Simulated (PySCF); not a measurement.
# C₅H₃O₂P (SMILES O=C=Pc1ccoc1): what the fields show

```yaml
atoms:
  - { symbol: O, position_ang: [3.4221, 0.7765, 0.4616] }
  - { symbol: C, position_ang: [2.6350, -0.0664, 0.5970] }
  - { symbol: P, position_ang: [1.6730, -1.3801, 0.8345] }
  - { symbol: C, position_ang: [0.1057, -0.5581, 0.4445] }
  - { symbol: C, position_ang: [-0.1555, 0.7865, 0.0517] }
  - { symbol: C, position_ang: [-1.5003, 0.8653, -0.1143] }
  - { symbol: O, position_ang: [-2.0868, -0.3148, 0.1428] }
  - { symbol: C, position_ang: [-1.1164, -1.1745, 0.4803] }
  - { symbol: H, position_ang: [0.5620, 1.5696, -0.0835] }
  - { symbol: H, position_ang: [-2.1361, 1.6785, -0.4034] }
  - { symbol: H, position_ang: [-1.3972, -2.1799, 0.7226] }
```

Geometry: GFN2-xTB.

Method: PBE0/def2-SVPD, SCF density, gas phase in PySCF 2.14.0.

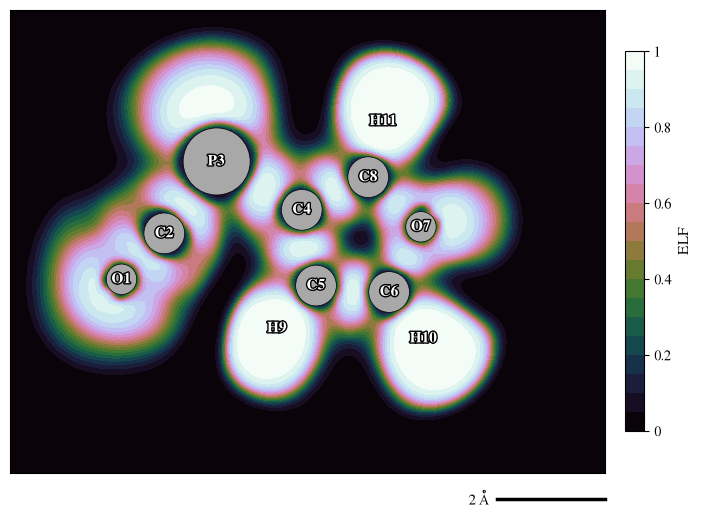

Figure 1. ELF on the molecular plane. Grey discs cover the atomic cores.

Describe what can be read from this map.

The plane passes through O, C, P and H nuclei. C–O (1.16 Å): the ELF peaks at about 0.85 between the atoms: a multiple bond. C–C (1.36 Å): the ELF peaks at about 0.95 between the atoms, as expected for a covalent bond. C–P (1.65 Å): the ELF peaks at about 0.90 between the atoms: a covalent bond. C–H (1.07 Å): the ELF climbs to about 1 towards the hydrogen, as it does in any bond to H; a covalent bond by its length. C–O (1.34 Å): the ELF peaks at about 0.90 between the atoms (a polar covalent bond). The ELF also peaks beside O1, O7 and P3, away from the bonds: lone-pair regions.

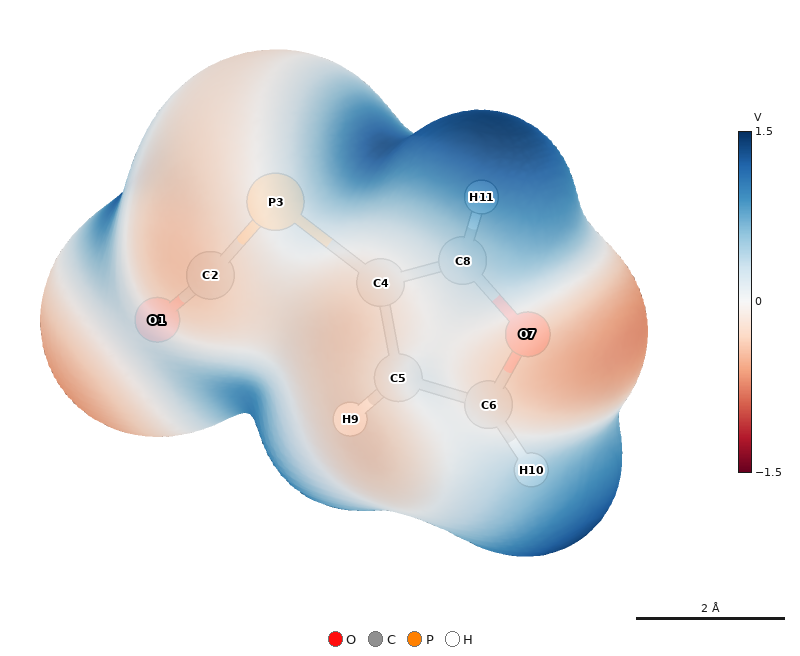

Figure 2. The molecular electrostatic potential painted on the density surface at 0.002 e/bohr³, seen at a tilt; the colour scale runs from red (negative) to blue (positive).

Describe the electrostatic potential map.

The most negative region (about −0.7 V, or −16 kcal/mol for a unit charge) lies over O1 and O7, the most positive (about +1.4 V, or +32 kcal/mol for a unit charge) over H10 and H11.
